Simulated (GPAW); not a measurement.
# C/Ag(110): work function by functional and basis, part 2 of 3

Wanted: work functions and dipole of C/Ag(110), with the cost of each level.

GPAW 26.7.0; GPAW, PAW setups; slab in vacuum, relaxation (the session's first sound run).

So far, upper work function (eV): step 2 (relaxation) 5.32; step 3 (the slab's potential) 5.32.

## Step 4: Self-consistent run: xc = "RPBE"

The same geometry under RPBE, to see how far the functional moves the levels against the vacuum.

The input, run.py:

```python
import json
import numpy as np
from ase import Atoms
from gpaw import GPAW, PW

slab = Atoms(
    ['Ag', 'Ag', 'Ag', 'Ag', 'Ag', 'C'],
    positions=[
        [0.00000, 0.00000, 8.00000],
        [2.04500, 1.44603, 9.44603],
        [0.00000, 0.00000, 10.94758],
        [2.04500, 1.44603, 12.42156],
        [-0.00000, 0.00000, 14.45885],
        [2.04500, 1.44603, 14.52055]],
    cell=[[4.09, 0.0, 0.0], [0.0, 2.89207, 0.0], [0.0, 0.0, 22.28413]],
    pbc=[True, True, False])

slab.calc = GPAW(mode=PW(500), xc='RPBE', kpts={'size': (8, 11, 1), 'gamma': True},
                 occupations={'name': 'fermi-dirac', 'width': 0.1}, nbands='160%',
                 convergence={'density': 1e-05}, maxiter=200,
                 poissonsolver={'dipolelayer': 'xy'},
                 symmetry={'tolerance': 1e-3}, txt='slab.txt')
result = {}
energy = slab.get_potential_energy()
fermi = slab.calc.get_fermi_level()
v = slab.calc.get_electrostatic_potential().mean((0, 1)) - fermi
n = slab.calc.get_pseudo_density().mean((0, 1))
L = slab.cell[2, 2]
z = np.arange(len(v)) * L / len(v)
low, high = slab.positions[:, 2].min(), slab.positions[:, 2].max()
below, above = np.interp([low - 5.8, high + 5.8], z, v)
slopes = [np.interp(x, z, np.gradient(v, z)) for x in (low - 5.8, high + 5.8)]
eps = np.array([[slab.calc.get_eigenvalues(k, s) for k in range(len(slab.calc.get_ibz_k_points()))]
                for s in range(slab.calc.get_number_of_spins())]) - fermi
top, bottom = eps[eps < 0].max(), eps[eps > 0].min()
dipole = slab.get_dipole_moment()[2]
print(f'energy {energy:.4f} eV, Fermi level {fermi:.4f} eV, dipole {dipole:.5f} e A')
print(f'potential 5.8 A off the faces, from the Fermi level: lower {below:.4f} eV, upper {above:.4f} eV')
print(f'slope of the potential there: lower {slopes[0]:.5f}, upper {slopes[1]:.5f} eV/A')
print(f'nearest levels on the mesh: {top:.4f} and {bottom:.4f} eV')
print('magnetic moment', round(slab.get_magnetic_moment(), 3))
result.update(energy=energy, fermi=fermi, dipole=dipole, below=below, above=above, slopes=slopes, edges=[top, bottom],
              z=z.tolist(), v=v.tolist(), n=n.tolist(), positions=slab.positions.tolist(),
              forces=slab.get_forces(apply_constraint=False).tolist(), moments=slab.get_magnetic_moments().tolist())
json.dump(result, open('result.json', 'w'))
```

Run with:

```
> OMP_NUM_THREADS=1 OPENBLAS_NUM_THREADS=1 python run.py
```

What it wrote:

```text
energy -15.1258 eV, Fermi level -0.0223 eV, dipole -0.07007 e A
potential 5.8 A off the faces, from the Fermi level: lower 4.0743 eV, upper 5.1477 eV
slope of the potential there: lower -0.00008, upper 0.00011 eV/A
nearest levels on the mesh: -0.0378 and 0.0331 eV
magnetic moment 0.0
```

Wall time 5.3 min (1 thread of Arm Neoverse V2, shared host); peak memory 0.49 GiB.

Numbers from this step:

```yaml
dipole_along_the_normal: -0.07007 e·Å
levels_nearest_the_fermi_level_on_the_mesh: -0.03775, 0.03312 eV from the Fermi level
upper_work_function: 5.148 eV
lower_work_function: 4.074 eV
```

The electrostatic potential energy of an electron (without an applied field's), less the Fermi level, planar mean oscillates, so the rows of the table below give means over windows of 1.49 Å about each position, cut where the curve ends. Its maxima inside the range that stand out by 2 % of the span (Å: eV): 8.7: -4.67, 10.2: -4.16, 11.7: -4.66, 13.5: 0.295. Its minima: 8.0: -11.5, 9.5: -11.9, 11.0: -12.0, 12.4: -11.8, 14.5: -20.0.

Table of electrostatic potential energy of an electron (without an applied field's), less the Fermi level, planar mean by z; means over each step:

| z (Å) | electrostatic potential energy of an electron (without an applied field's), less the Fermi level, planar mean (eV) |
| --- | --- |
| 0.74 | 4.14 |
| 2.23 | 4.07 |
| 3.72 | 4.07 |
| 5.21 | 4.03 |
| 6.70 | 2.27 |
| 8.19 | -7.64 |
| 9.68 | -7.97 |
| 11.17 | -8.15 |
| 12.66 | -6.65 |
| 14.15 | -9.92 |
| 15.64 | 1.83 |
| 17.13 | 5.10 |
| 18.62 | 5.15 |
| 20.11 | 5.15 |
| 21.60 | 5.10 |

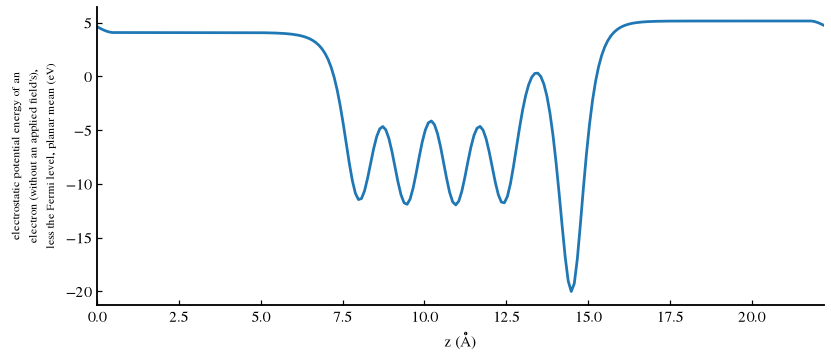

Electrostatic potential energy of an electron (without an applied field's), less the Fermi level, planar mean, plotted against z.

The pseudo valence density, planar mean oscillates, so the rows of the table below give means over windows of 1.49 Å about each position, cut where the curve ends. Its maxima inside the range that stand out by 2 % of the span (Å: e/Å³): 8.0: 1.60, 9.5: 1.62, 11.0: 1.63, 12.4: 1.60, 14.5: 1.82. Its minima: 8.7: 0.489, 10.2: 0.447, 11.7: 0.462, 13.4: 0.219.

The pseudo valence density, planar mean by z; means over each step:

| z (Å) | pseudo valence density, planar mean (e/Å³) |
| --- | --- |
| 3.72 | 4.0e-5 |
| 5.21 | 0.00141 |
| 6.70 | 0.0936 |
| 8.19 | 0.954 |
| 9.68 | 0.964 |
| 11.17 | 0.969 |
| 12.66 | 0.875 |
| 14.15 | 1.000 |
| 15.64 | 0.191 |
| 17.13 | 0.00204 |
| 18.62 | 3.3e-5 |

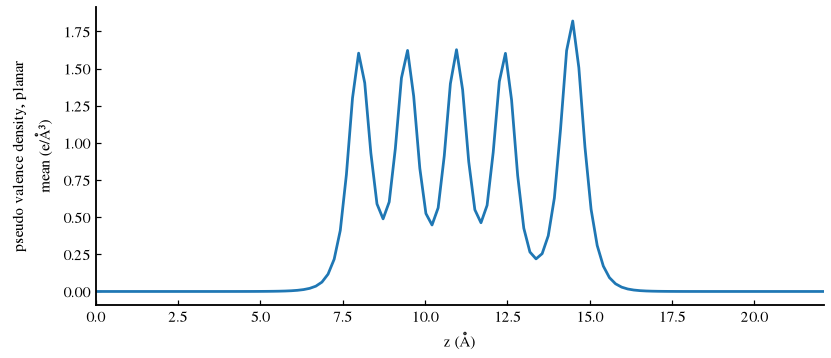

Pseudo valence density, planar mean, plotted against z.

Force by atom:

| atom | x (eV/Å) | y (eV/Å) | z (eV/Å) | size |
| --- | --- | --- | --- | --- |
| Ag1 | 0.000 | 0.000 | -0.152 | 0.152 |
| Ag2 | 0.000 | 0.000 | -0.142 | 0.142 |
| Ag3 | 0.000 | 0.000 | 0.036 | 0.036 |
| Ag4 | 0.000 | 0.000 | -0.012 | 0.012 |
| Ag5 | 0.000 | 0.000 | 0.093 | 0.093 |
| C6 | 0.000 | 0.000 | 0.177 | 0.177 |

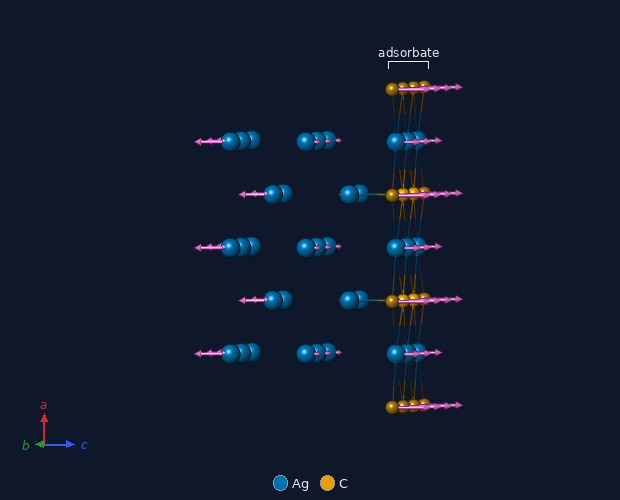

Force as arrows, the longest 0.177 eV/Å. 2×2×1 cells are drawn. Some periodic images of atoms are drawn too.

The upper face's work function is 5.148 eV, against 5.321 eV in the first plane-wave PBE run at this geometry.

## Step 5: OptPBE vdW: xc = "optPBE-vdW"

The same geometry under optPBE-vdW, to see how far the functional moves the levels against the vacuum (the van der Waals functionals take revPBE setups).

run.py: that of step 4 with these lines changed.

```diff
@@ -17,3 +17,3 @@
 
-slab.calc = GPAW(mode=PW(500), xc='RPBE', kpts={'size': (8, 11, 1), 'gamma': True},
+slab.calc = GPAW(mode=PW(500), xc='optPBE-vdW', kpts={'size': (8, 11, 1), 'gamma': True},
                  occupations={'name': 'fermi-dirac', 'width': 0.1}, nbands='160%',
```

What it wrote:

```text
energy -93.0625 eV, Fermi level -0.2907 eV, dipole -0.06828 e A
potential 5.8 A off the faces, from the Fermi level: lower 4.4542 eV, upper 5.5005 eV
slope of the potential there: lower -0.00008, upper 0.00011 eV/A
nearest levels on the mesh: -0.0315 and 0.0258 eV
magnetic moment 0.0
```

It took 5.4 min on 1 thread; peak memory 0.71 GiB.

This step gave:

```yaml
dipole_along_the_normal: -0.06828 e·Å
levels_nearest_the_fermi_level_on_the_mesh: -0.03146, 0.02584 eV from the Fermi level
upper_work_function: 5.500 eV
lower_work_function: 4.454 eV
```

The upper face's work function is 5.500 eV, against 5.321 eV in the first plane-wave PBE run at this geometry.

## Step 6: Self-consistent run: xc = "vdW-DF2"

The same geometry under vdW-DF2, to see how far the functional moves the levels against the vacuum (the van der Waals functionals take revPBE setups).

run.py: that of step 5 with these lines changed.

```diff
@@ -17,3 +17,3 @@
 
-slab.calc = GPAW(mode=PW(500), xc='optPBE-vdW', kpts={'size': (8, 11, 1), 'gamma': True},
+slab.calc = GPAW(mode=PW(500), xc='vdW-DF2', kpts={'size': (8, 11, 1), 'gamma': True},
                  occupations={'name': 'fermi-dirac', 'width': 0.1}, nbands='160%',
```

What it wrote:

```text
energy -487.8982 eV, Fermi level -0.3777 eV, dipole -0.06438 e A
potential 5.8 A off the faces, from the Fermi level: lower 4.6926 eV, upper 5.6793 eV
slope of the potential there: lower -0.00011, upper 0.00013 eV/A
nearest levels on the mesh: -0.0270 and 0.0146 eV
magnetic moment 0.0
```

Wall time 5.4 min (1 thread); peak memory 0.71 GiB.

Numbers from this step:

| Item | Value |
| --- | --- |
| dipole along the normal | -0.06438 e·Å |
| levels nearest the Fermi level on the mesh | -0.02697, 0.01460 eV from the Fermi level |
| upper work function | 5.679 eV |
| lower work function | 4.693 eV |

The upper face's work function is 5.679 eV, against 5.321 eV in the first plane-wave PBE run at this geometry.

## Step 7: Self-consistent run: xc = "LDA"

The same geometry under LDA, to see how far the functional moves the levels against the vacuum.

run.py: that of step 6 with these lines changed.

```diff
@@ -17,3 +17,3 @@
 
-slab.calc = GPAW(mode=PW(500), xc='vdW-DF2', kpts={'size': (8, 11, 1), 'gamma': True},
+slab.calc = GPAW(mode=PW(500), xc='LDA', kpts={'size': (8, 11, 1), 'gamma': True},
                  occupations={'name': 'fermi-dirac', 'width': 0.1}, nbands='160%',
```

What it wrote:

```text
energy -22.9180 eV, Fermi level -0.5917 eV, dipole -0.06750 e A
potential 5.8 A off the faces, from the Fermi level: lower 4.6788 eV, upper 5.7131 eV
slope of the potential there: lower -0.00005, upper 0.00011 eV/A
nearest levels on the mesh: -0.0233 and 0.0308 eV
magnetic moment 0.0
```

Run time: 5.5 min. Hardware: 1 thread; peak memory 0.49 GiB.

This step gave:

```yaml
dipole_along_the_normal: -0.06750 e·Å
levels_nearest_the_fermi_level_on_the_mesh: -0.02326, 0.03084 eV from the Fermi level
upper_work_function: 5.713 eV
lower_work_function: 4.679 eV
```

The electrostatic potential energy of an electron (without an applied field's), less the Fermi level, planar mean oscillates, so the rows of the table below give means over windows of 1.49 Å about each position, cut where the curve ends. Its maxima inside the range that stand out by 2 % of the span (Å: eV): 8.7: -4.04, 10.2: -3.53, 11.7: -4.04, 13.5: 0.875. Its minima: 8.0: -10.9, 9.5: -11.4, 11.0: -11.4, 12.4: -11.2, 14.5: -19.7.

Electrostatic potential energy of an electron (without an applied field's), less the Fermi level, planar mean against z; means over each step:

| z (Å) | electrostatic potential energy of an electron (without an applied field's), less the Fermi level, planar mean (eV) |
| --- | --- |
| 0.74 | 4.74 |
| 2.23 | 4.68 |
| 3.72 | 4.68 |
| 5.21 | 4.64 |
| 6.70 | 2.90 |
| 8.19 | -7.07 |
| 9.68 | -7.39 |
| 11.17 | -7.58 |
| 12.66 | -6.08 |
| 14.15 | -9.51 |
| 15.64 | 2.34 |
| 17.13 | 5.67 |
| 18.62 | 5.71 |
| 20.11 | 5.71 |
| 21.60 | 5.67 |

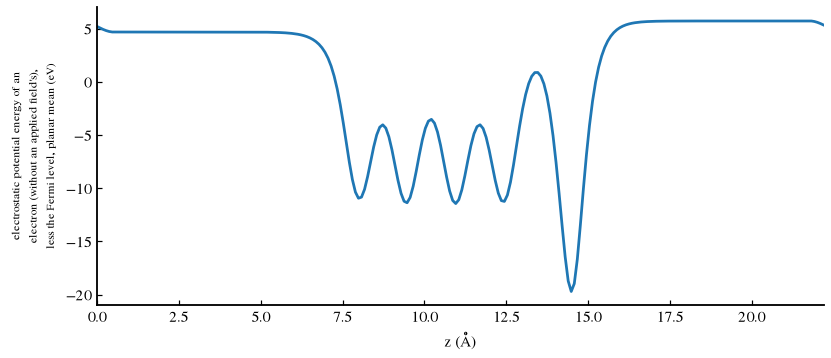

Electrostatic potential energy of an electron (without an applied field's), less the Fermi level, planar mean, plotted against z.

The upper face's work function is 5.713 eV, against 5.321 eV in the first plane-wave PBE run at this geometry.

## Step 8: Self-consistent run: xc = "revPBE"

The same geometry under revPBE, to see how far the functional moves the levels against the vacuum.

run.py: that of step 7 with these lines changed.

```diff
@@ -17,3 +17,3 @@
 
-slab.calc = GPAW(mode=PW(500), xc='LDA', kpts={'size': (8, 11, 1), 'gamma': True},
+slab.calc = GPAW(mode=PW(500), xc='revPBE', kpts={'size': (8, 11, 1), 'gamma': True},
                  occupations={'name': 'fermi-dirac', 'width': 0.1}, nbands='160%',
```

What it wrote:

```text
energy -15.5841 eV, Fermi level -0.0511 eV, dipole -0.06987 e A
potential 5.8 A off the faces, from the Fermi level: lower 4.0958 eV, upper 5.1664 eV
slope of the potential there: lower -0.00007, upper 0.00011 eV/A
nearest levels on the mesh: -0.0367 and 0.0330 eV
magnetic moment 0.0
```

The job ended after 5.3 min (1 thread; peak memory 0.49 GiB).

This step gave:

```
dipole along the normal                    : -0.06987 e·Å
levels nearest the Fermi level on the mesh : -0.03669, 0.03302 eV from the Fermi level
upper work function                        : 5.166 eV
lower work function                        : 4.096 eV
```

The upper face's work function is 5.166 eV, against 5.321 eV in the first plane-wave PBE run at this geometry.

## Step 9: Real-space grid: mode = "fd"

A real-space grid is a second complete basis, so it checks the plane-wave result.

run.py: that of step 8 with these lines changed.

```diff
@@ -3,3 +3,3 @@
 from ase import Atoms
-from gpaw import GPAW, PW
+from gpaw import GPAW
 
@@ -17,3 +17,3 @@
 
-slab.calc = GPAW(mode=PW(500), xc='revPBE', kpts={'size': (8, 11, 1), 'gamma': True},
+slab.calc = GPAW(mode='fd', h=0.18, xc='PBE', kpts={'size': (8, 11, 1), 'gamma': True},
                  occupations={'name': 'fermi-dirac', 'width': 0.1}, nbands='160%',
```

What it wrote:

```text
energy -17.9503 eV, Fermi level -4.7955 eV, dipole -0.06877 e A
potential 5.8 A off the faces, from the Fermi level: lower 4.2694 eV, upper 5.3215 eV
slope of the potential there: lower -0.00003, upper 0.00001 eV/A
nearest levels on the mesh: -0.0340 and 0.0336 eV
magnetic moment 0.0
```

Run time: 22 min. Hardware: 1 thread; peak memory 2.3 GiB.

Numbers from this step:

| Item | Value |
| --- | --- |
| dipole along the normal | -0.06877 e·Å |
| levels nearest the Fermi level on the mesh | -0.03405, 0.03358 eV from the Fermi level |
| upper work function | 5.322 eV |
| lower work function | 4.269 eV |

The electrostatic potential energy of an electron (without an applied field's), less the Fermi level, planar mean oscillates, so the rows of the table below give means over windows of 1.53 Å about each position, cut where the curve ends. Its maxima inside the range that stand out by 2 % of the span (Å: eV): 8.7: -4.50, 10.2: -4.04, 11.7: -4.49, 13.4: 0.460. Its minima: 8.0: -11.3, 9.4: -11.8, 11.0: -11.8, 12.4: -11.7, 14.5: -19.9.

Electrostatic potential energy of an electron (without an applied field's), less the Fermi level, planar mean against z; means over each step:

| z (Å) | electrostatic potential energy of an electron (without an applied field's), less the Fermi level, planar mean (eV) |
| --- | --- |
| 0.77 | 4.28 |
| 2.29 | 4.27 |
| 3.82 | 4.27 |
| 5.35 | 4.21 |
| 6.88 | 1.35 |
| 8.41 | -7.85 |
| 9.95 | -7.81 |
| 11.47 | -8.15 |
| 13.00 | -4.66 |
| 14.53 | -10.3 |
| 16.06 | 4.32 |
| 17.59 | 5.31 |
| 19.12 | 5.32 |
| 20.65 | 5.32 |
| 22.18 | 5.32 |

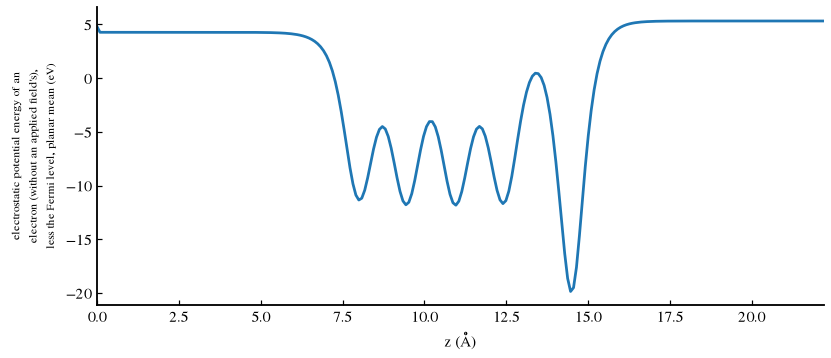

Electrostatic potential energy of an electron (without an applied field's), less the Fermi level, planar mean against z.

The upper face's work function is 5.322 eV, against 5.321 eV in the first plane-wave PBE run at this geometry.

(Continued in part 3 of 3.)

[Logs are printed without paths, hosts, clocks, repeated set-up lines and the standing remarks that a program may print on its own settings, such as how far it seeks lower states.]

[Hosts, paths, dates, database ids (printed as entryN), source tags and the programs' standing remarks are cut or masked in the printed files.]
